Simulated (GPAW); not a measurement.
## Property calculation, with input and output: B$_{5}$

The run: property calculation of B$_{5}$ (pentaborane), multiplicity 2. Method and program: LDA (PW92)/sz(dzp), UKS, scalar-relativistic datasets (GPAW 26.7.0).

The geometry comes from this level: GFN2-xTB.

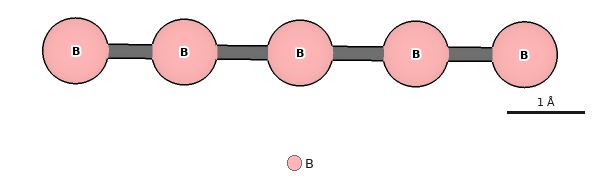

Fig. 1: The structure as given in the input (ball-and-stick view, seen on its broad side). Bond lengths as drawn: B–B 1.43 to 1.52 Å.

**Input file (sp.py)**
```python
import numpy as np
from ase import Atoms
from ase.units import Debye
from gpaw import GPAW

atoms = Atoms(['B', 'B', 'B', 'B', 'B'],
    positions=[[ -2.255650,   1.468610,  -1.197170],
               [ -1.163240,   0.755220,  -0.616760],
               [ -0.000290,  -0.001280,  -0.000880],
               [  1.161970,  -0.757290,   0.616180],
               [  2.257220,  -1.465250,   1.198630]])
atoms.center(vacuum=4.5)
atoms.set_initial_magnetic_moments([0.2, 0.2, 0.2, 0.2, 0.2])

dft = GPAW(mode='lcao',
           basis='sz(dzp)',
           h=0.25,
           xc='LDA',
           occupations={'name': 'fermi-dirac', 'width': 0.01, 'fixmagmom': True},
           maxiter=100,
           symmetry='off',
           txt='-')
atoms.calc = dft

energy = atoms.get_potential_energy()
print(f'Energy = {energy:.5f} eV')
forces = atoms.get_forces()
print('Forces (eV/Ang)')
for symbol, f in zip(atoms.symbols, forces):
    print(f'{symbol:2} {f[0]:9.4f} {f[1]:9.4f} {f[2]:9.4f}')
dipole = atoms.get_dipole_moment() / Debye
print(f'Dipole = {np.linalg.norm(dipole):.3f} D')
print('Moments:', atoms.get_magnetic_moments().round(3))
```

Run on 1 thread of Intel Xeon @ 2.90GHz (Ice Lake), 16 GiB of memory available, shared host.

Run as:
```bash
python sp.py
```

**Output**
```
__  _  _
 | _ |_)|_||  |
 |__||  | ||/\| - 26.7.0

units:  Angstrom and eV
cores:  1
OpenMP: False

Versions:
  Python: 3.12.14
  ASE:    3.29.0
  Numpy:  2.5.5
  Scipy:  1.18.1
  Libxc:  7.0.0

        _gpaw.cpython-312-x86_64-linux-gnu.so

Input parameters:
  mode=LCAO(),
  basis={'default': 'sz(dzp)'},
  h=0.25,
  maxiter=100,
  occupations=Occupations(name='fermi-dirac', width=0.01, fixmagmom=True),
  symmetry=Symmetry(point_group=False, time_reversal=False),
  xc=XC(name='LDA')
        .--------------------------------.
       /|                                |
      / |                                |
     /  |                                |
    /   |                                |
   /    |                                |
  /     |                                |
 *      |                                |
 |      |                                |
 |      |                                |
 |      |              B  B              |
 |      |       B  B B                   |
 |      |                                |
 |      |                                |
 |      .--------------------------------.
 |     /                                /
 |    /                                /
 |   /                                /
 |  /                                /
 | /                                /
 |/                                /
 *--------------------------------*

Atoms  # Å, Bohr magnetons
|   | symbol |        x |        y |        z |    initial magnetic moments |
|---|--------|----------|----------|----------|-----------------------------|
| 0 |      B | 4.500000 | 7.433860 | 4.500000 | ( 0.0000,  0.0000,  0.2000) |
| 1 |      B | 5.592410 | 6.720470 | 5.080410 | ( 0.0000,  0.0000,  0.2000) |
| 2 |      B | 6.755360 | 5.963970 | 5.696290 | ( 0.0000,  0.0000,  0.2000) |
| 3 |      B | 7.917620 | 5.207960 | 6.313350 | ( 0.0000,  0.0000,  0.2000) |
| 4 |      B | 9.012870 | 4.500000 | 6.895800 | ( 0.0000,  0.0000,  0.2000) |

Unit cell  # Å
| periodic |         x |         y |         z |   lengths |    angles |
|----------|-----------|-----------|-----------|-----------|-----------|
|       no | 13.512870 |  0.000000 |  0.000000 | 13.512870 | 90.000000 |
|       no |  0.000000 | 11.933860 |  0.000000 | 11.933860 | 90.000000 |
|       no |  0.000000 |  0.000000 | 11.395800 | 11.395800 | 90.000000 |

Number of symmetries: 1
Symmetry operations  # r_c * U_cc + t_c -> r_c
|   | kind |            matrix            |
|---|------|------------------------------|
| 0 |  E   |  1, 0, 0,  0, 1, 0,  0, 0, 1 |

BZ-sampling:
  Number of BZ points: 1
  Number of IBZ points: 1

  Monkhorst-Pack size: [1, 1, 1]
  Monkhorst-Pack shift: [0, 0, 0]

K-points  # in reciprocal-cell coordinates
|   |                                coordinates |     weight |
|---|--------------------------------------------|------------|
| 0 | (  0.00000000,   0.00000000,   0.00000000) | 1.00000000 |

basis functions: 20
Spin-components: 2 (collinear spins)
Bands:           14
Projectors:      25
Spin-degeneracy: 1
Datatype:        <class 'float'>

  Storage: CPU
  Wave functions: 4_480 bytes (4_480 per core)

Parallelization:
  kpt:    1
  domain: 1
  band:   1

Density:
  Valence electrons: 15.0
  Components: 2
  Grid points: [56 48 44]
  Charge: 0.0  # |e|

Potential:
  Grid points: [56 48 44]

species:
  B:
    name:    Boron
    Z:       5.0
    valence: 3
    core:    2
    charge:  0.0  # [|e|]
    file:    B.LDA.gz
    compensation charges:
      type: gauss
      rc: 0.20  # [Å]
      lmax: 2
    cutoffs:
      filter: 1.14  # [Å]
      core: 1.42  # [Å]
    projectors
    | kind |    occ | energy [eV] | rcut [Å] |
    |------|--------|-------------|----------|
    |   2s |  2.000 |      -9.383 |    0.635 |
    |   2p |  1.000 |      -3.714 |    0.635 |
    |    s |        |      17.828 |    0.635 |
    |    p |        |      23.498 |    0.635 |
    |    d |        |       0.000 |    0.635 |

    LCAO basis set for B:
      Name: sz(dzp)
      File: B.dzp.basis.gz
      Number of radial functions: 2
      Number of spherical harmonics: 4
        l=0, rc=6.6719 Bohr: 2s-sz confined orbital
        l=1, rc=8.2188 Bohr: 2p-sz confined orbital
      Number of RI-basis functions 0

Reference energy: -3313.071420  # eV

eigensolver:
  <gpaw.new.lcao.eigensolver.LCAOEigensolver object at 0x7de431cad0a0>
density mixing:
  MSR1-Mixer
  Pratt-step length: 0.05
  Maximum mixing coefficient: 0.75
  Old densities: 10
  SVD Regularization: 0.005
  Good broyden scale: 1.0
  Trust region scale: 1.0
  Backstep threshold: 4.0
  History deletion threshold: 6.0
  Fourier metric: weight=20.0, sigma=0.015

occupation numbers:
  Fixed magnetic moment: 1.000
  Fermi-Dirac:
    width: 0.0100  # eV

FastPoissonSolver using
    Stencil: 6*3+1=19 point O(h^6) finite-difference Laplacian
    FFT axes: []
    FST axes: [np.int64(2), np.int64(1), np.int64(0)]

xc functional:
  name: None
interpolation: tri-quintic # 5. degree polynomial

        .--------------------------------.
       /|                                |
      / |                                |
     /  |                                |
    /   |                                |
   /    |                                |
  /     |                                |
 *      |                                |
 |      |                                |
 |      |                                |
 |      |              B  B              |
 |      |       B  B B                   |
 |      |                                |
 |      |                                |
 |      .--------------------------------.
 |     /                                /
 |    /                                /
 |   /                                /
 |  /                                /
 | /                                /
 |/                                /
 *--------------------------------*

Atoms  # Å, Bohr magnetons
|   | symbol |        x |        y |        z |    initial magnetic moments |
|---|--------|----------|----------|----------|-----------------------------|
| 0 |      B | 4.500000 | 7.433860 | 4.500000 | ( 0.0000,  0.0000,  0.2000) |
| 1 |      B | 5.592410 | 6.720470 | 5.080410 | ( 0.0000,  0.0000,  0.2000) |
| 2 |      B | 6.755360 | 5.963970 | 5.696290 | ( 0.0000,  0.0000,  0.2000) |
| 3 |      B | 7.917620 | 5.207960 | 6.313350 | ( 0.0000,  0.0000,  0.2000) |
| 4 |      B | 9.012870 | 4.500000 | 6.895800 | ( 0.0000,  0.0000,  0.2000) |

Unit cell  # Å
| periodic |         x |         y |         z |   lengths |    angles |
|----------|-----------|-----------|-----------|-----------|-----------|
|       no | 13.512870 |  0.000000 |  0.000000 | 13.512870 | 90.000000 |
|       no |  0.000000 | 11.933860 |  0.000000 | 11.933860 | 90.000000 |
|       no |  0.000000 |  0.000000 | 11.395800 | 11.395800 | 90.000000 |

Number of symmetries: 1
Symmetry operations  # r_c * U_cc + t_c -> r_c
|   | kind |            matrix            |
|---|------|------------------------------|
| 0 |  E   |  1, 0, 0,  0, 1, 0,  0, 0, 1 |

BZ-sampling:
  Number of BZ points: 1
  Number of IBZ points: 1

  Monkhorst-Pack size: [1, 1, 1]
  Monkhorst-Pack shift: [0, 0, 0]

K-points  # in reciprocal-cell coordinates
|   |                                coordinates |     weight |
|---|--------------------------------------------|------------|
| 0 | (  0.00000000,   0.00000000,   0.00000000) | 1.00000000 |

basis functions: 20
Spin-components: 2 (collinear spins)
Bands:           14
Projectors:      25
Spin-degeneracy: 1
Datatype:        <class 'float'>

  Storage: CPU
  Wave functions: 4_480 bytes (4_480 per core)

Parallelization:
  kpt:    1
  domain: 1
  band:   1

Density:
  Valence electrons: 15.0
  Components: 2
  Grid points: [56 48 44]
  Charge: 0.0  # |e|

Potential:
  Grid points: [56 48 44]

species:
  B:
    name:    Boron
    Z:       5.0
    valence: 3
    core:    2
    charge:  0.0  # [|e|]
    file:    B.LDA.gz
    compensation charges:
      type: gauss
      rc: 0.20  # [Å]
      lmax: 2
    cutoffs:
      filter: 1.14  # [Å]
      core: 1.42  # [Å]
    projectors
    | kind |    occ | energy [eV] | rcut [Å] |
    |------|--------|-------------|----------|
    |   2s |  2.000 |      -9.383 |    0.635 |
    |   2p |  1.000 |      -3.714 |    0.635 |
    |    s |        |      17.828 |    0.635 |
    |    p |        |      23.498 |    0.635 |
    |    d |        |       0.000 |    0.635 |

    LCAO basis set for B:
      Name: sz(dzp)
      File: B.dzp.basis.gz
      Number of radial functions: 2
      Number of spherical harmonics: 4
        l=0, rc=6.6719 Bohr: 2s-sz confined orbital
        l=1, rc=8.2188 Bohr: 2p-sz confined orbital
      Number of RI-basis functions 0

Reference energy: -3313.071420  # eV

eigensolver:
  <gpaw.new.lcao.eigensolver.LCAOEigensolver object at 0x7de431cf01d0>
density mixing:
  MSR1-Mixer
  Pratt-step length: 0.05
  Maximum mixing coefficient: 0.75
  Old densities: 10
  SVD Regularization: 0.005
  Good broyden scale: 1.0
  Trust region scale: 1.0
  Backstep threshold: 4.0
  History deletion threshold: 6.0
  Fourier metric: weight=20.0, sigma=0.015

occupation numbers:
  Fixed magnetic moment: 1.000
  Fermi-Dirac:
    width: 0.0100  # eV

FastPoissonSolver using
    Stencil: 6*3+1=19 point O(h^6) finite-difference Laplacian
    FFT axes: []
    FST axes: [np.int64(2), np.int64(1), np.int64(0)]

xc functional:
  name: None
interpolation: tri-quintic # 5. degree polynomial

Initialization done in: 2.074 s

convergence criteria:
- Maximum [total energy] change in last 3 cyles: 0.0005 eV / valence electron
- Maximum integral of absolute [dens]ity change: 0.0001 electrons / valence electron
- Maximum integral of absolute [eigenst]ate change: 4e-08 eV^2 / valence electron
maximum number of iterations: 100

SCF iterations
|iter     |     time |      energy | eigst |  dens |  magmom |
|---------|----------|-------------|-------|-------|---------|
|iter:   1| 00:00:02 |  -14.865346 |      c|       |  +0.9994|
|iter:   2| 00:00:03 |  -13.717338 |      c| -0.47 |  +0.9994|
|iter:   3| 00:00:03 |  -15.224148 |      c| -0.52 |  +0.9997|
|iter:   4| 00:00:04 |  -13.061877 |      c| -0.48 |  +0.9997|
|iter:   5| 00:00:04 |  -14.877788 |      c| -0.61 |  +0.9999|
|iter:   6| 00:00:04 |  -13.596346 |      c| -0.52 |  +0.9999|
|iter:   7| 00:00:05 |  -13.525552 |      c| -0.59 |  +0.9999|
|iter:   8| 00:00:05 |  -13.195517 |      c| -0.70 |  +1.0000|
|iter:   9| 00:00:06 |  -13.374775 |      c| -0.87 |  +1.0000|
|iter:  10| 00:00:06 |  -13.576983 |      c| -1.01 |  +1.0000|
|iter:  11| 00:00:06 |  -13.559816 |      c| -1.31 |  +1.0000|
|iter:  12| 00:00:07 |  -13.570013 |      c| -1.39 |  +1.0000|
|iter:  13| 00:00:07 |  -13.562807 |      c| -1.76 |  +1.0000|
|iter:  14| 00:00:08 |  -13.562375 |      c| -1.86 |  +1.0000|
|iter:  15| 00:00:08 |  -13.561553c|      c| -1.99 |  +1.0000|
|iter:  16| 00:00:09 |  -13.561166c|      c| -2.27 |  +1.0000|
|iter:  17| 00:00:09 |  -13.561285c|      c| -2.56 |  +1.0000|
|iter:  18| 00:00:10 |  -13.561094c|      c| -2.42 |  +1.0000|
|iter:  19| 00:00:10 |  -13.561049c|      c| -2.60 |  +1.0000|
|iter:  20| 00:00:10 |  -13.561046c|      c| -2.79 |  +1.0000|
|iter:  21| 00:00:11 |  -13.561049c|      c| -3.08 |  +1.0000|
|iter:  22| 00:00:11 |  -13.561055c|      c| -3.23 |  +1.0000|
|iter:  23| 00:00:12 |  -13.561062c|      c| -3.24 |  +1.0000|
|iter:  24| 00:00:12 |  -13.561067c|      c| -3.48 |  +1.0000|
|iter:  25| 00:00:13 |  -13.561071c|      c| -3.55 |  +1.0000|
|iter:  26| 00:00:13 |  -13.561072c|      c| -3.89 |  +1.0000|
|iter:  27| 00:00:13 |  -13.561073c|      c| -4.27c|  +1.0000|

Converged in 27 steps
SCF loop duration: 11.092 s (0.411 s/step)
Energy contributions relative to reference atoms: (reference = -3313.071420)

Energy contributions:
  Kinetic:          -9.990708
  Coulomb:          13.492016
  Zero:              0.320053
  External:          0.000000
  Xc:              -17.375557
  Entropy:          -0.013752
  Spinorbit:         0.000000
  ----------------------------
  Free energy:     -13.567949
  Extrapolated:    -13.561073

dipole moment: (0.000531, 0.000242, 0.000355)  # |e|*Ang

Total magnetic moment: (0.000000, 0.000000, 0.999971)

Local magnetic moments
|        x |        y |         z |
|----------|----------|-----------|
| 0.000000 | 0.000000 |  0.150660 |  # B    0
| 0.000000 | 0.000000 | -0.022974 |  # B    1
| 0.000000 | 0.000000 | -0.000784 |  # B    2
| 0.000000 | 0.000000 | -0.022909 |  # B    3
| 0.000000 | 0.000000 |  0.150695 |  # B    4

Fermi levels: -7.435, -7.038
Eigenvalues  # (at kpt = [0.000, 0.000, 0.000])
| band index |      eig [eV] | occ [0-1] |      eig [eV] | occ [0-1] |
|------------|---------------|-----------|---------------|-----------|
|          0 |       -15.679 |     1.000 |       -15.742 |     1.000 |
|          1 |       -15.257 |     1.000 |       -15.244 |     1.000 |
|          2 |       -13.466 |     1.000 |       -13.447 |     1.000 |
|          3 |       -11.410 |     1.000 |       -11.466 |     1.000 |
|          4 |        -8.090 |     1.000 |        -7.946 |     1.000 |
|          5 |        -8.064 |     1.000 |        -7.943 |     1.000 |
|          6 |        -7.904 |     1.000 |        -7.040 |     0.553 |
|          7 |        -7.876 |     1.000 |        -7.036 |     0.447 |
|          8 |        -7.182 |     0.000 |        -5.785 |     0.000 |
|          9 |        -7.149 |     0.000 |        -5.760 |     0.000 |
|         10 |        -4.893 |     0.000 |        -4.533 |     0.000 |
|         11 |        -4.872 |     0.000 |        -4.531 |     0.000 |
|         12 |        -1.398 |     0.000 |        -1.094 |     0.000 |
|         13 |        -1.370 |     0.000 |        -1.084 |     0.000 |

Gap: 0.695 eV
Transition (v -> c):
  (s=0, k=0, n=7, [0.00, 0.00, 0.00]) -> (s=0, k=0, n=8, [0.00, 0.00, 0.00])
No difference between direct/indirect transitions
vacuum-level: 0.000  # V
Energy = -13.56107 eV

Forces  # eV/Ang
|        x |        y |        z |
|----------|----------|----------|
| -5.99745 |  3.92178 | -3.25776 |  # B    0
|  4.24526 | -2.74352 |  2.30688 |  # B    1
| -0.00679 | -0.00521 |  0.00085 |  # B    2
| -4.23628 |  2.70481 | -2.30127 |  # B    3
|  5.99711 | -3.88572 |  3.26098 |  # B    4

Force computation time: 0.088  # s
Forces (eV/Ang)
B    -5.9974    3.9218   -3.2578
B     4.2453   -2.7435    2.3069
B    -0.0068   -0.0052    0.0008
B    -4.2363    2.7048   -2.3013
B     5.9971   -3.8857    3.2610
Dipole = 0.003 D
Moments: [ 0.151 -0.023 -0.001 -0.023  0.151]
```

**Key numbers**

| quantity | value |
| --- | --- |
| outcome | converged |
| energy relative to the program's reference atoms | −13.5611 eV |
| basis functions | 20 |
| largest force | 7.872 eV/Å |
| dipole moment | 0.00 D |
| wall time | 14 s |
| peak memory | 0.42 GiB |

Further notes kept with the run: fractional occupations. On so coarse a grid the energy depends on the position of the molecule, which gives spurious forces.
